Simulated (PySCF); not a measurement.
Ni(NH3)6, SMILES [NH3]->[Ni+2](<-[NH3])(<-[NH3])(<-[NH3])(<-[NH3])<-[NH3] (charge +2), triplet at its GFN2-xTB optimised geometry (Å):

```
25

Ni     0.0108     0.0123     0.0000
N      2.1972     0.0123     0.0000
H      2.5952    -0.2029    -0.9123
H      2.5647    -0.6851     0.6454
H      2.5898     0.9081     0.2841
N      0.0140     2.1987     0.0000
H      0.6801     2.5652    -0.6781
H      0.2713     2.5920     0.9035
H     -0.8912     2.5969    -0.2429
N      0.0966    -2.1703    -0.0975
H      0.3808    -2.5969     0.7824
H      0.7686    -2.4807    -0.7974
H     -0.7983    -2.5877    -0.3469
N     -2.1715    -0.0814     0.0936
H     -2.5928    -0.3354    -0.7983
H     -2.5952     0.8011     0.3742
H     -2.4809    -0.7767     0.7709
N      0.0179     0.0140     2.1865
H     -0.2062    -0.8958     2.5852
H     -0.6711     0.6670     2.5563
H      0.9181     0.2880     2.5760
N     -0.0897     0.1006    -2.1824
H     -0.7901     0.7727    -2.4917
H     -0.3389    -0.7938    -2.6009
H      0.7898     0.3859    -2.6093
```

Computed with unrestricted CAM-B3LYP/def2-SVP (PySCF 2.14.0).

Map of the electrostatic potential (hartree/e), clipped to [0.15, 0.53] on the plane z = 0.6 Å:

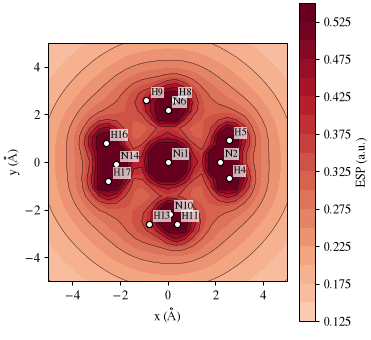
Fig. 1. Electrostatic potential (hartree/e), clipped to [0.15, 0.53] on the plane z = 0.6 Å.
